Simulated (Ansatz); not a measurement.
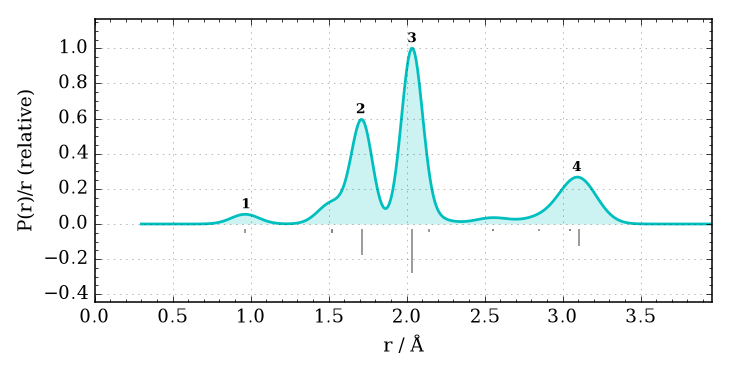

Simulated gas electron diffraction: radial distribution curve of H₃OSSi (charge -1, ignored in the scattering factors). Each pair of atoms contributes with weight ZᵢZⱼ/r (bars below the curve); damping constant 0.001 Å²; vibrational amplitudes assumed, not computed: 0.05 Å for bonds, 0.078 Å for bonds to H, 0.06 + 0.015 r up to 0.15 Å for other pairs. The geometry is the end point of an optimisation (RKS PBE0-D4/def2-SVP (Ansatz)); it may be a saddle point or a higher isomer.

**Which pairs of atoms lie under the numbered peaks? Mark bonded pairs by – and others by ···.**

Peak 1, 0.97 Å: O–H 0.97 Å
Peak 2, 1.71 Å: Si–H 1.52 Å (×2), Si–O 1.71 Å, not resolved
Peak 3, 2.04 Å: S–Si 2.03 Å
Peak 4, 3.09 Å: S···H 2.85–3.05 Å (×3), S···O 3.11 Å, not resolved
